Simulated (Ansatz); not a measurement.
# BH2 (doublet): correlated methods under varied settings

What do other methods and options give for BH2 (doublet) at this geometry, and how long do they take?

Program: Ansatz 0.2.0, Gaussian basis. Level of theory: the settings change from run to run. These are calculated values, not measurements.

16 further runs of the same task are left out: 6 that didn't finish, 10 set aside as unsound or not needed.

### Step 1. The geometry

The geometry is a PBE0/def2-TZVPD stationary point (not a proven minimum) of the parent state, kept for this charge and spin.

3 atoms, charge 0, spin multiplicity 2.

Atoms are counted from 1 here; the program's logs count them from 0.

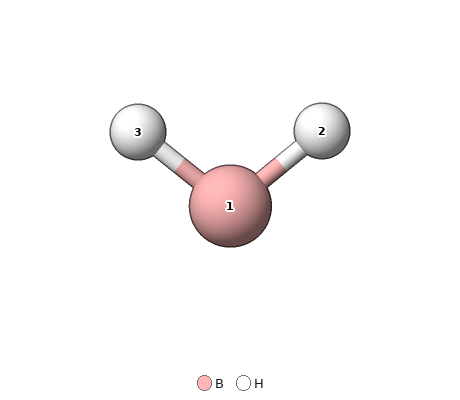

The geometry (boron pink, hydrogen white); atoms are numbered from 1 in the order of the file.

### Step 2. MP2 on UHF/def2-mTZVP

Contents of in.yaml:

```yaml
crystal:
  periodic: [false, false, false]
  atoms:
    - {symbol: B, position_ang: [0.000000, -0.123368, 0.000000]}
    - {symbol: H, position_ang: [0.000000, 0.661614, -0.969076]}
    - {symbol: H, position_ang: [0.000000, 0.661614, 0.969076]}
basis:
  gaussian: {orbitals: def2-mTZVP}
magnetization: {spin_polarized: true, initial_magnetization: 1}
correlation: {method: mp2, electrons: outside_noble_gas}
output: {forces: true}
```

On the command line:

```console
ansatz run in.yaml --threads 1 --pin off --events-out ev --progress --plain --max-ram 2393MiB
```

The program printed:

```text
Functional definition: HF
  name "HF"
  cite "Fock, Z. Phys. 61, 126 (1930) doi:10.1007/BF01340294"
  parent pbe
  exchange = exact_x
  correlation = 0
247 factors; integrals over basis functions are off by at most 9.3e-4 eV
mean field evaluation 1: about -699.6766 eV, gradient 7.3e0 eV
mean field evaluation 2: about -699.6763 eV, gradient 7.3e0 eV
mean field evaluation 4: about -700.4461 eV, gradient 8.0e-1 eV
mean field evaluation 8: about -700.4633 eV, gradient 8.5e-4 eV
mean field -700.46332079 eV, -25.7415522480 hartree, gradient 2.6e-6 eV, S^2 0.752314; 0 other end points of the search recorded, 0 dependent functions left out
1 core orbitals not correlated: weight in the atoms' cores, before any rotation towards them, 1.000 or more for the frozen orbitals, at most 0.000 for the correlated occupied ones
reference -700.46332079 eV, -25.7415522480 hartree; 3, 2 occupied and 21, 22 virtual orbitals, 247 factors
second order -1.50827314 eV of doubles, -0.00000000 eV of singles
the calculation of the forces begins
Total energy: -701.97159393 eV, -25.7969802635 hartree
Atom 0 at     0.000000    -0.123368     0.000000 Å, force     0.000000     3.245405     0.000000 eV/Å
Atom 1 at     0.000000     0.661614    -0.969076 Å, force    -0.000000    -1.622702     0.170747 eV/Å
Atom 2 at     0.000000     0.661614     0.969076 Å, force     0.000000    -1.622702    -0.170747 eV/Å
Dipole moment:     0.000000     0.031703    -0.000000 e Å
```

Wall time 0.12 s (1 thread of Arm Neoverse V2, shared host).

From the report: ⟨S²⟩ of the determinant 0.752 (pure doublet: 0.75).

### Step 3. CCSD(T)/6-31++G**

Contents of in.yaml:

```yaml
crystal:
  periodic: [false, false, false]
  atoms:
    - {symbol: B, position_ang: [0.000000, -0.123368, 0.000000]}
    - {symbol: H, position_ang: [0.000000, 0.661614, -0.969076]}
    - {symbol: H, position_ang: [0.000000, 0.661614, 0.969076]}
basis:
  gaussian: {orbitals: "6-31++G**"}
magnetization: {spin_polarized: false, initial_magnetization: 1}
hamiltonian: {xc: {name: r2SCAN}}
correlation: {method: ccsd_t, electrons: outside_noble_gas}
```

Launched as before.

The program printed, shortened:

```text
Functional definition: r2SCAN
  name "r2SCAN"
  cite "Furness, Kaplan, Ning, Perdew & Sun, J. Phys. Chem. Lett. 11, 8208 (2020) doi:10.1021/acs.jpclett.0c02405"
  cite "Furness, Kaplan, Ning, Perdew & Sun, J. Phys. Chem. Lett. 11, 9248 (2020) doi:10.1021/acs.jpclett.0c03077"
  parent r2scan
[...]
279 factors; integrals over basis functions are off by at most 1.0e-3 eV
[...]
mean field -704.68059098 eV, -25.8965340690 hartree, gradient 1.6e-6 eV, S^2 0.750000; 0 other end points of the search recorded, 0 dependent functions left out
[...]
1 core orbitals not correlated: weight in the atoms' cores, before any rotation towards them, 1.000 or more for the frozen orbitals, at most 0.000 for the correlated occupied ones
reference -700.31179600 eV, -25.7359838145 hartree; 3, 2 occupied and 27, 28 virtual orbitals, 279 factors
second order -1.88367927 eV of doubles, -0.06185806 eV of singles
cycle   1  -2.27496994 eV  change   -3.3e-1 eV  update   3.9e-2
[...]
cycle   9  -2.39997536 eV  change    2.3e-6 eV  update   3.5e-6
perturbative correction -0.03924267 eV, -0.0014421416 hartree
Total energy: -702.75101403 eV, -25.8256234239 hartree
```

Run time: 1 s. Hardware: 1 thread of Arm Neoverse V2, shared host.

From the report: correlation -2.4392 eV; T1 0.012; largest double amplitude 0.04. The orbitals are Kohn-Sham ones, so correlation energy and T1 don't compare with those on Hartree-Fock orbitals.

### Step 4. MRCISD+Q(5,4)/6-31++G**

Edit in.yaml of step 3 so:

```diff
@@ -9,3 +9,2 @@
 magnetization: {spin_polarized: false, initial_magnetization: 1}
-hamiltonian: {xc: {name: r2SCAN}}
-correlation: {method: ccsd_t, electrons: outside_noble_gas}
+correlation: {method: fic_mrcisd_q, electrons: outside_noble_gas, active_space: {window: {electrons: 5, orbitals: 4}}}
```

Same command.

The program printed, shortened:

```text
Functional definition: HF
  name "HF"
  cite "Fock, Z. Phys. 61, 126 (1930) doi:10.1007/BF01340294"
  parent pbe
[...]
279 factors; integrals over basis functions are off by at most 1.0e-3 eV
[...]
mean field -700.38394817 eV, -25.7386353580 hartree, gradient 3.4e-6 eV, S^2 0.750000; 0 other end points of the search recorded, 0 dependent functions left out
reference -700.38394817 eV, -25.7386353580 hartree; 4, 3 occupied and 27, 28 virtual orbitals, 279 factors
state -700.80982088 eV, -25.7542858913 hartree
contracted CI cycle   1: correlation 0.00000000 eV, 0.0000000000 hartree, residual 1.16e1 eV
contracted CI cycle   2: correlation -1.80478875 eV, -0.0663247631 hartree, residual 2.35e0 eV
contracted CI cycle   3: correlation -1.88890974 eV, -0.0694161527 hartree, residual 6.87e-1 eV
contracted CI cycle   4: correlation -1.89745866 eV, -0.0697303197 hartree, residual 2.23e-1 eV
contracted CI cycle   5: correlation -1.89832221 eV, -0.0697620546 hartree, residual 7.63e-2 eV
contracted CI cycle   6: correlation -1.89844426 eV, -0.0697665399 hartree, residual 3.24e-2 eV
contracted CI cycle   7: correlation -1.89846146 eV, -0.0697671719 hartree, residual 1.01e-2 eV
contracted CI cycle   8: correlation -1.89846301 eV, -0.0697672288 hartree, residual 2.88e-3 eV
contracted CI cycle   9: correlation -1.89846314 eV, -0.0697672335 hartree, residual 9.40e-4 eV
state -700.80982088 eV, -25.7542858913 hartree; corrected -702.77703433 eV, -25.8265796523 hartree
Total energy: -702.77703433 eV, -25.8265796523 hartree
```

Wall time 0.39 s (1 thread of Arm Neoverse V2, shared host).

From the report: 24 determinants; active occupations 2.00, 1.98, 1.00, 0.02.

### Step 5. CCSD(T)/6-31G

Contents of in.yaml:

```yaml
crystal:
  periodic: [false, false, false]
  atoms:
    - {symbol: B, position_ang: [0.000000, -0.123368, 0.000000]}
    - {symbol: H, position_ang: [0.000000, 0.661614, -0.969076]}
    - {symbol: H, position_ang: [0.000000, 0.661614, 0.969076]}
basis:
  gaussian: {orbitals: 6-31G}
magnetization: {spin_polarized: false, initial_magnetization: 1}
hamiltonian: {xc: {name: PBE0}}
correlation: {method: ccsd_t, electrons: valence}
```

The command is unchanged.

The program printed, shortened:

```text
Functional definition: PBE0
  name "PBE0"
  cite "Adamo & Barone, J. Chem. Phys. 110, 6158 (1999) doi:10.1063/1.478522"
  cite "Perdew, Burke & Ernzerhof, Phys. Rev. Lett. 77, 3865 (1996) doi:10.1103/PhysRevLett.77.3865"
  parent pbe
[...]
190 factors; integrals over basis functions are off by at most 2.9e-4 eV
[...]
mean field -703.84766018 eV, -25.8659244264 hartree, gradient 5.7e-7 eV, S^2 0.750000; 0 other end points of the search recorded, 0 dependent functions left out
[...]
1 core orbitals not correlated: weight in the atoms' cores, before any rotation towards them, 1.000 or more for the frozen orbitals, at most 0.000 for the correlated occupied ones
reference -699.95366471 eV, -25.7228227323 hartree; 3, 2 occupied and 9, 10 virtual orbitals, 190 factors
second order -1.10082228 eV of doubles, -0.03668684 eV of singles
cycle   1  -1.41572985 eV  change   -2.8e-1 eV  update   4.1e-2
[...]
cycle  10  -1.54979378 eV  change    3.2e-6 eV  update   8.8e-7
perturbative correction -0.01881809 eV, -0.0006915520 hartree
Total energy: -701.52227658 eV, -25.7804681553 hartree
```

Wall time 0.33 s (1 thread of Arm Neoverse V2, shared host).

From the report: correlation -1.5686 eV; T1 0.013; largest double amplitude 0.05. The orbitals are Kohn-Sham ones, so correlation energy and T1 don't compare with those on Hartree-Fock orbitals.

### Step 6. CCSDT(Q)/B on UHF/6-31++G**

Contents of in.yaml:

```yaml
crystal:
  periodic: [false, false, false]
  atoms:
    - {symbol: B, position_ang: [0.000000, -0.123368, 0.000000]}
    - {symbol: H, position_ang: [0.000000, 0.661614, -0.969076]}
    - {symbol: H, position_ang: [0.000000, 0.661614, 0.969076]}
basis:
  gaussian: {orbitals: "6-31++G**"}
magnetization: {spin_polarized: true, initial_magnetization: 1}
correlation: {method: ccsdt_q_b, electrons: all}
```

Launched as before.

The program printed, shortened:

```text
Functional definition: HF
  name "HF"
  cite "Fock, Z. Phys. 61, 126 (1930) doi:10.1007/BF01340294"
  parent pbe
[...]
501 factors; integrals over basis functions are off by at most 2.0e-7 eV
[...]
mean field -700.40918143 eV, -25.7395626631 hartree, gradient 2.5e-6 eV, S^2 0.752366; 1 other end points of the search recorded, 0 dependent functions left out
determinant -700.40918143 eV, -25.7395626631 hartree, with singles and doubles -702.86252458 eV, -25.8297213611 hartree
determinant -698.08926945 eV, -25.6543074704 hartree, with singles and doubles -700.75108937 eV, -25.7521275482 hartree
reference -700.40918143 eV, -25.7395626631 hartree; 4, 3 occupied and 27, 28 virtual orbitals, 501 factors
second order -1.95423355 eV of doubles, -0.00000000 eV of singles
cycle   1  -2.30211018 eV  change   -3.5e-1 eV  update   4.3e-2
[...]
cycle  12  -2.49034769 eV  change    1.9e-7 eV  update   5.3e-7
perturbative correction -0.00030111 eV, -0.0000110656 hartree
Total energy: -702.89983023 eV, -25.8310923182 hartree
```

Run time: 3.6 s. Hardware: 1 thread of Arm Neoverse V2, shared host.

From the report: ⟨S²⟩ of the determinant 0.752 (pure doublet: 0.75); correlation -2.4906 eV; T1 0.009; largest double amplitude 0.05.

### Step 7. All runs side by side

Where basis and cores are those of an earlier FCI/6-31++G** run (-702.7758 eV), and the state is the same kind, the miss against it is given.

```csv
level,correlated,functions,energy (eV),from FCI (meV),time
MP2 on UHF/def2-mTZVP,outside noble gas,25,-701.9716,,0.12 s
CCSD(T)/6-31++G** (on r2SCAN orbitals),outside noble gas,31,-702.7510,24.8,1 s
"MRCISD+Q(5,4)/6-31++G**",outside noble gas,31,-702.7770,-1.2,0.39 s
CCSD(T)/6-31G (on PBE0 orbitals),valence,13,-701.5223,,0.33 s
CCSDT(Q)/B on UHF/6-31++G**,all,31,-702.8998,,3.6 s
```

### Step 8. Outcome

| quantity | value |
| --- | --- |
| runs | 5 |
| quickest | MP2 on UHF/def2-mTZVP, 0.12 s |
| slowest | CCSDT(Q)/B on UHF/6-31++G**, 3.6 s |

What this shows: Total energies in different bases, with other cores or another treatment of relativity can't be set against each other. CCSDT(Q)/B on UHF/6-31++G** took 30 times as long as MP2 on UHF/def2-mTZVP; the jobs differ in more than the method. Among the correlated runs with a miss given, it spans -1 to +25 meV. Cores frozen from Kohn-Sham orbitals shift the total energy.
